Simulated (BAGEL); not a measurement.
# A workflow on CH5FOSn (SMILES C[O][SnH2][F])

Wanted: the energy (HF/ANO-RCC-VDZP), then a single-point energy (NEVPT2(2,2)/ANO-RCC-VDZP) of CH5FOSn. 

The results are computed with BAGEL 1.2.2.

## Step 1: Starting point

CH5FOSn: 9 atoms, total charge 0, spin state singlet. As SMILES, `C[O][SnH2][F]`. The Sn3–F4 distance was set to 3.077 Å, away from the relaxed value. At this shape a bond of the SMILES string is far longer than usual.

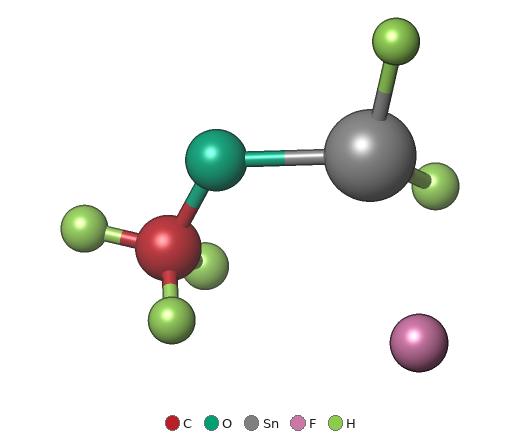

Viewed from a chosen angle; carbon red, oxygen teal, tin grey, fluorine pink, hydrogen green.

## Step 2: A single-point energy at HF/ANO-RCC-VDZP (DKH2, density fitting with AutoAux) (run 1)

The input, input.json:

```json
{ "bagel" : [

{
  "title" : "molecule",
  "basis" : "ano-rcc-vdzp.json",
  "df_basis" : "ano-rcc-vdzp-autoaux.json",
  "angstrom" : "true",
  "dkh" : "true",
  "geometry" : [
    { "atom" : "C", "xyz" : [       0.697242,       1.517502,      -1.060495 ] },
    { "atom" : "O", "xyz" : [       1.046742,       0.226402,      -1.504395 ] },
    { "atom" : "Sn", "xyz" : [      -0.220758,      -1.243798,      -1.374395 ] },
    { "atom" : "F", "xyz" : [      -0.697400,      -1.629400,       1.640500 ] },
    { "atom" : "H", "xyz" : [       1.492042,       2.205102,      -1.361695 ] },
    { "atom" : "H", "xyz" : [      -0.241858,       1.876302,      -1.503995 ] },
    { "atom" : "H", "xyz" : [       0.600842,       1.562802,       0.030305 ] },
    { "atom" : "H", "xyz" : [      -1.737258,      -0.779698,      -1.990495 ] },
    { "atom" : "H", "xyz" : [       0.578642,      -2.624498,      -1.936995 ] }
  ]
},

{ "title" : "hf" },

{ "title" : "print", "file" : "orbitals.molden", "orbitals" : "true" }

]}
```

The basis set ANO-RCC-VDZP is read from a file made from the Basis Set Exchange's data (not shown).

Started as:

```bash
$ BAGEL_NUM_THREADS=1 BAGEL input.json > input.out
```

Standard output:

```text
* using 1 threads per process

  ===============================================================
  ===============================================================

  *** Geometry ***

  { "atom" : "C", "xyz" : [      1.317596,      2.867663,     -2.004045 ] },
  { "atom" : "O", "xyz" : [      1.978056,      0.427838,     -2.842895 ] },
  { "atom" : "Sn", "xyz" : [     -0.417172,     -2.350438,     -2.597230 ] },
  { "atom" : "F", "xyz" : [     -1.317895,     -3.079120,      3.100096 ] },
  { "atom" : "H", "xyz" : [      2.819551,      4.167039,     -2.573231 ] },
  { "atom" : "H", "xyz" : [     -0.457045,      3.545697,     -2.842139 ] },
  { "atom" : "H", "xyz" : [      1.135427,      2.953268,      0.057268 ] },
  { "atom" : "H", "xyz" : [     -3.282942,     -1.473416,     -3.761490 ] },
  { "atom" : "H", "xyz" : [      1.093475,     -4.959582,     -3.660390 ] },

  Number of auxiliary basis functions:     1200

  Since a DF basis is specified, we compute 2- and 3-index integrals:
    o Being stored without compression. Storage requirement is 0.116 GB

  Number of basis functions:      110
  Number of electrons      :       78

    * METHOD: MOLECULE                             3.43

  *** RHF ***

  === Nuclear Repulsion ===
   355.8849685190

      * DIIS with orbital gradients will be used.

  === RHF iteration (ano-rcc-vdzp.json) ===
      0      -6387.15384689          0.02220326           0.74
      1      -6387.11366291          0.02418301           0.75
      2      -6387.63220657          0.00329660           0.79
      3      -6387.64080415          0.00148987           0.76
      4      -6387.64291335          0.00031755           0.79
      5      -6387.64303181          0.00009339           0.79
      6      -6387.64305185          0.00003582           0.78
      7      -6387.64305754          0.00001150           0.80
      8      -6387.64305813          0.00000467           0.71
      9      -6387.64305821          0.00000177           0.73
     10      -6387.64305822          0.00000113           0.72
     11      -6387.64305823          0.00000051           0.75
     12      -6387.64305822          0.00000026           0.82
     13      -6387.64305823          0.00000013           0.77
     14      -6387.64305823          0.00000005           0.76
     15      -6387.64305823          0.00000003           0.79
     16      -6387.64305822          0.00000001           0.78
     17      -6387.64305823          0.00000001           0.77
    * SCF iteration converged.

    * Permanent dipole moment:
           (    0.015934,    -0.573561,     3.710422) a.u.

    * METHOD: HF                                  16.50

    * METHOD: PRINT                                0.03

  ===============================================================
```

It took 20 s on 1 thread of Arm Neoverse V1, shared host; peak memory 0.41 GiB.

## Step 3: A single-point energy at NEVPT2(2,2)/ANO-RCC-VDZP (DKH2, density fitting with AutoAux) (run 2)

Changes to input.json since step 2:

```diff
@@ -21,5 +21,22 @@
 
-{ "title" : "hf" },
+{
+  "title" : "hf"
+},
 
-{ "title" : "print", "file" : "orbitals.molden", "orbitals" : "true" }
+{
+  "title" : "nevpt2",
+  "nstate" : 1,
+  "nact" : 2,
+  "nclosed" : 38,
+  "active" : [39, 40],
+  "maxiter" : 200,
+  "natocc" : "true",
+  "ncore" : 21
+},
+
+{
+  "title" : "print",
+  "file" : "orbitals.molden",
+  "orbitals" : "true"
+}
```

The basis set ANO-RCC-VDZP is read from a file made from the Basis Set Exchange's data (not shown).

Started as:

```bash
$ BAGEL_NUM_THREADS=1 BAGEL input.json > input.out
```

Standard output:

```text
* using 1 threads per process

  ===============================================================
  ===============================================================

  *** Geometry ***

  { "atom" : "C", "xyz" : [      1.317596,      2.867663,     -2.004045 ] },
  { "atom" : "O", "xyz" : [      1.978056,      0.427838,     -2.842895 ] },
  { "atom" : "Sn", "xyz" : [     -0.417172,     -2.350438,     -2.597230 ] },
  { "atom" : "F", "xyz" : [     -1.317895,     -3.079120,      3.100096 ] },
  { "atom" : "H", "xyz" : [      2.819551,      4.167039,     -2.573231 ] },
  { "atom" : "H", "xyz" : [     -0.457045,      3.545697,     -2.842139 ] },
  { "atom" : "H", "xyz" : [      1.135427,      2.953268,      0.057268 ] },
  { "atom" : "H", "xyz" : [     -3.282942,     -1.473416,     -3.761490 ] },
  { "atom" : "H", "xyz" : [      1.093475,     -4.959582,     -3.660390 ] },

  Number of auxiliary basis functions:     1200

  Since a DF basis is specified, we compute 2- and 3-index integrals:
    o Being stored without compression. Storage requirement is 0.116 GB

  Number of basis functions:      110
  Number of electrons      :       78

    * METHOD: MOLECULE                             3.57

  *** RHF ***

  === Nuclear Repulsion ===
   355.8849685190

      * DIIS with orbital gradients will be used.

  === RHF iteration (ano-rcc-vdzp.json) ===
      0      -6387.15384689          0.02220326           0.81
      1      -6387.11366291          0.02418301           0.90
      2      -6387.63220657          0.00329660           0.76
      3      -6387.64080415          0.00148987           0.86
      4      -6387.64291335          0.00031755           0.83
      5      -6387.64303181          0.00009339           0.80
      6      -6387.64305185          0.00003582           0.81
      7      -6387.64305754          0.00001150           0.78
      8      -6387.64305813          0.00000467           0.84
      9      -6387.64305821          0.00000177           0.80
     10      -6387.64305822          0.00000113           0.78
     11      -6387.64305823          0.00000051           0.77
     12      -6387.64305822          0.00000026           0.81
     13      -6387.64305823          0.00000013           0.83
     14      -6387.64305823          0.00000005           0.79
     15      -6387.64305823          0.00000003           0.75
     16      -6387.64305822          0.00000001           0.74
     17      -6387.64305823          0.00000001           0.85
    * SCF iteration converged.

    * Permanent dipole moment:
           (    0.015934,    -0.573561,     3.710422) a.u.

    * METHOD: HF                                  17.37

    * freezing 21 orbitals
  ---------------------------
      CASSCF calculation
  ---------------------------

    ==== Active orbitals : =====
         Orbital 39
         Orbital 40
    ============================

    * nstate   :      1
    * nclosed  :     38
    * nact     :      2
    * nvirt    :     70
  === CASSCF iteration (ano-rcc-vdzp.json) ===

    * Using the second-order algorithm

      0  0     -6387.64773469     2.19e-03      0.25

      1  0     -6387.66630355     9.66e-04      3.48

      2  0     -6387.67264502     1.57e-03      4.32

      3  0     -6387.67468282     1.56e-03      4.44

      4  0     -6387.67615911     1.40e-03      4.20

      5  0     -6387.67726509     1.21e-03      4.48

      6  0     -6387.67807442     1.03e-03      4.33

      7  0     -6387.67864854     8.54e-04      4.30

      8  0     -6387.67904227     6.98e-04      4.12

      9  0     -6387.67930342     5.62e-04      4.25

     10  0     -6387.67947133     4.45e-04      4.09

     11  0     -6387.67957635     3.48e-04      3.90

     12  0     -6387.67964053     2.70e-04      3.81

     13  0     -6387.67967900     2.08e-04      3.91

     14  0     -6387.67970169     1.59e-04      4.14

     15  0     -6387.67971492     1.21e-04      4.02

     16  0     -6387.67972256     9.13e-05      4.03

     17  0     -6387.67972693     6.89e-05      3.93

     18  0     -6387.67972943     5.19e-05      3.92

     19  0     -6387.67973084     3.90e-05      3.91

     20  0     -6387.67973164     2.93e-05      3.91

     21  0     -6387.67973210     2.20e-05      3.95

     22  0     -6387.67973235     1.65e-05      3.90

     23  0     -6387.67973249     1.24e-05      3.97

     24  0     -6387.67973258     9.26e-06      3.95

     25  0     -6387.67973262     6.93e-06      3.94

     26  0     -6387.67973264     5.19e-06      3.88

     27  0     -6387.67973265     3.89e-06      3.82

     28  0     -6387.67973266     2.91e-06      3.74

     29  0     -6387.67973267     2.18e-06      3.89

     30  0     -6387.67973267     1.63e-06      3.91

     31  0     -6387.67973267     1.22e-06      3.91

     32  0     -6387.67973267     9.12e-07      3.86

     33  0     -6387.67973267     6.82e-07      3.85

     34  0     -6387.67973267     5.11e-07      3.70

     35  0     -6387.67973268     3.82e-07      3.74

     36  0     -6387.67973267     2.86e-07      3.72

     37  0     -6387.67973267     2.14e-07      3.68

     38  0     -6387.67973267     1.60e-07      3.62

     39  0     -6387.67973268     1.20e-07      3.62

     40  0     -6387.67973267     8.94e-08      3.20

     41  0     -6387.67973268     6.70e-08      3.16

     42  0     -6387.67973267     5.03e-08      3.45

     43  0     -6387.67973268     3.74e-08      2.94

     44  0     -6387.67973267     2.81e-08      2.94

     45  0     -6387.67973268     2.09e-08      3.17

     46  0     -6387.67973267     1.56e-08      3.11

     47  0     -6387.67973267     1.18e-08      2.81

     48  0     -6387.67973267     8.89e-09      2.79

    * Second-order optimization converged. *

     guess   0:   closed 1.                   open ..

  === FCI iteration ===

      0  0     -6387.61272734     1.06e-01      0.00
      1  0     -6387.66610084     3.38e-02      0.00
      2  0 *   -6387.67973268     4.70e-16      0.00

     * ci vector, state   0, <S^2> = 0.0000
       2.     0.9483408472
       .2    -0.3172532704

  === DF-NEVPT2 calculation ===

    * 3-index integral transformation done
    * assembly done

      NEVPT2 correlation energy:   -1.0295190349      0.52

          (+0)     -0.8146456483
          (+0)'    -0.1303361792
          (+1)     -0.0233681903
          (+1)'    -0.0033340909
          (+2)     -0.0006894330
          (-1)     -0.0525707348
          (-1)'    -0.0014744216
          (-2)     -0.0031003368

      NEVPT2 total energy:       -6388.7092517082

    * METHOD: NEVPT2                             187.11

    * METHOD: PRINT                                0.03

  ===============================================================
```

It took 3.5 min on 1 thread of Arm Neoverse V1, shared host; peak memory 0.46 GiB.

## Step 4: Outcome

| quantity | value |
| --- | --- |
| run 1, HF/ANO-RCC-VDZP: total energy | -6387.64306 Eh |
| run 1, HF/ANO-RCC-VDZP: dipole moment | 9.54 D |
| run 1, HF/ANO-RCC-VDZP: HOMO energy | -11.15 eV |
| run 1, HF/ANO-RCC-VDZP: LUMO energy | -1.15 eV |
| run 1, HF/ANO-RCC-VDZP: HOMO–LUMO gap | 9.99 eV |
| run 2, NEVPT2(2,2)/ANO-RCC-VDZP: total energy | -6388.70925 Eh |

**Reading.** One bond (run 1, HF/ANO-RCC-VDZP) is far stretched, which a spin-restricted single reference describes badly; a broken-symmetry solution may lie lower.
